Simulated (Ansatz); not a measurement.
## Electronic structure of GeH₃N (SMILES [NH]=[GeH2]) in real space

```xyz
5

Ge   -0.0040    0.0817   -0.0849
N    -0.4564   -0.8839   -1.4285
H     1.1876    1.0484    0.0656
H     0.2013   -0.7502   -2.2046
H    -0.8867   -0.0036    1.1595
```

Geometry: PBE0-D3(BJ)/pcseg-1.

The calculation used isolated molecule in a Gaussian basis; Kohn-Sham density functional theory, functional PBE0 (Ansatz 0.2.0).

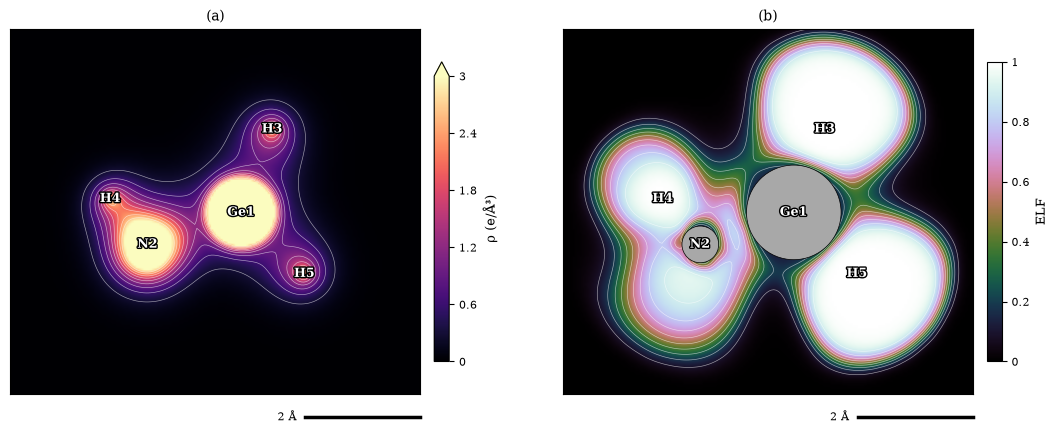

Figure 1. (a) electron density; (b) electron localisation function on the molecular plane. Grey discs cover the atomic cores in the ELF map.

> What does the map show?

The section cuts through Ge, N and H sites. Ge–N (1.72 Å): ρ at the midpoint is about 1.2 e/Å³; the ELF peaks at about 0.80 in the valence shell of N, 0.6 Å from its nucleus, and is about 0.40 at the midpoint. N–H (1.03 Å): ρ is about 2.8 e/Å³ halfway; the ELF climbs to about 1 towards the hydrogen, as it does in any bond to H: an ordinary covalent bond to hydrogen. Ge–H (1.53 Å): the density is about 1.1 e/Å³ at the midpoint; the ELF climbs to about 1 towards the hydrogen. The ELF also peaks beside N2, away from the bonds: lone-pair regions.

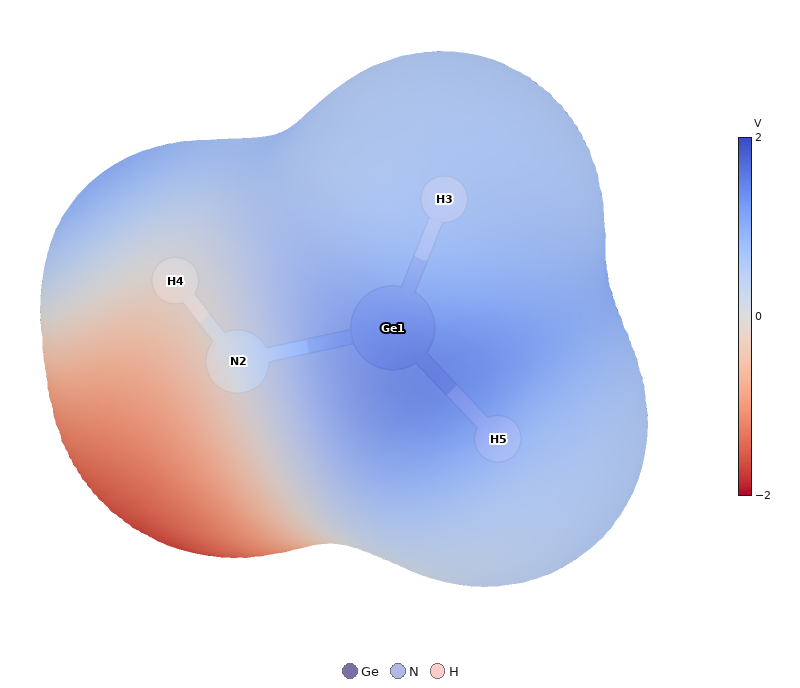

Figure 2. The molecular electrostatic potential painted on the density surface at 0.001 e/bohr³, seen at a tilt; red is negative and blue positive.

> Describe the electrostatic potential map.

The most negative region (about −1.8 V, or −42 kcal/mol for a unit charge) lies over N2, the most positive (about +1.5 V, or +35 kcal/mol for a unit charge) over Ge1. N2 is the likeliest acceptor of a hydrogen bond.

> What dipole moment does the calculation give?

Its dipole moment is 2.84 D.

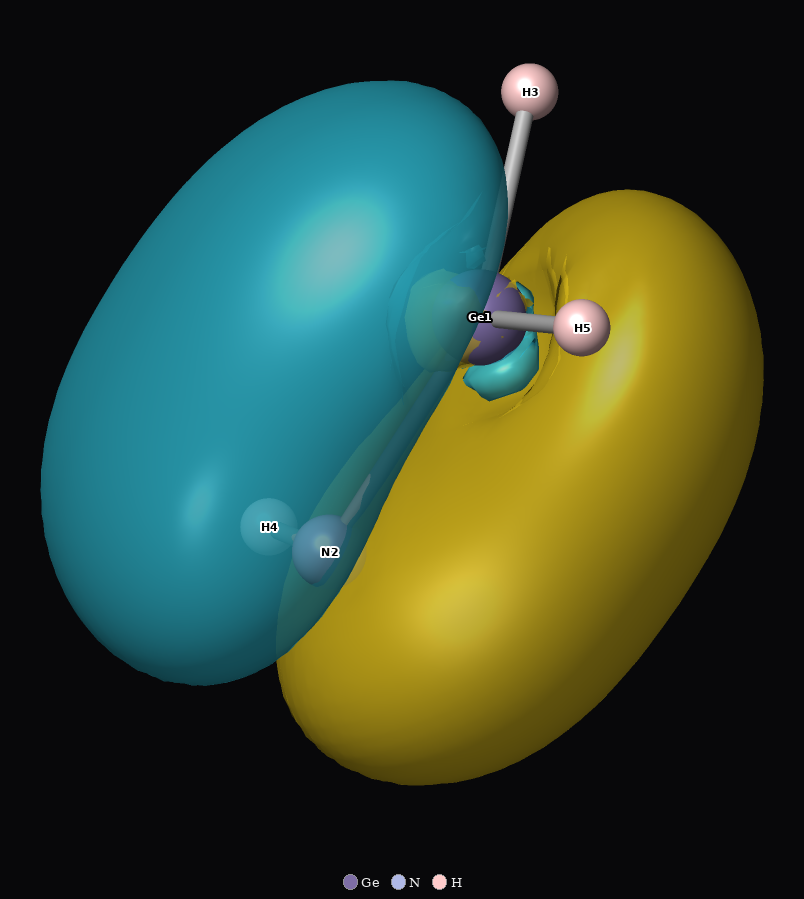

Figure 3. One frontier orbital at ±0.08 Å⁻³ᐟ² (yellow and cyan are the two phases), seen at an oblique angle.

> Which orbital is it: HOMO or LUMO?

The HOMO, at −7.51 eV. It lies mainly on N2 (about 60 %) and Ge1 (about 35 %); it changes sign across the molecular plane (π type); π-bonding across Ge1–N2.
